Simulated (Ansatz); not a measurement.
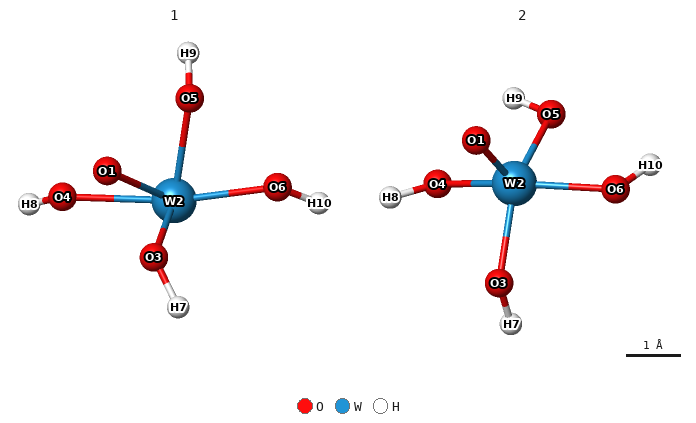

Two geometries of WH4O5 (coarse preliminary run), drawn at one scale. One is the start of a relaxation, the other its converged end. The picture is a ball-and-stick view, seen at a tilt.

Level of theory: RKS PBE-D4/def2-SVP (Ansatz). Set-up: force threshold 0.03 eV/Å; at most 200 steps.

Which of the two is the end point?

Answer. Structure 2 is the relaxed one. The start comes from a force field. The largest move after the best rigid fit is that of H9, 1.42 Å. Largest moves by element: H 1.42 Å, W 1.15 Å, O 1.08 Å. Among the contacts that change: O1–W2 2.206 → 1.716 Å, W2–O3 2.365 → 1.909 Å, W2–O6 2.070 → 1.914 Å, W2–O5 2.083 → 1.949 Å. Bond angles that change, for instance: O1–W2–O3 47.7° → 103.2°, O3–W2–O5 94.8° → 145.7°, O1–W2–O5 62.9° → 111.0°. Over 35 accepted moves (40 points after the start) the energy falls by 14.030 eV. Largest force component: 11 eV/Å at the start, 0.01 eV/Å at the end. The line search rejected the trial steps at points 14, 18, 24, 29, 36 of the run. The forces were under the threshold at step 22, but the run went on from there.
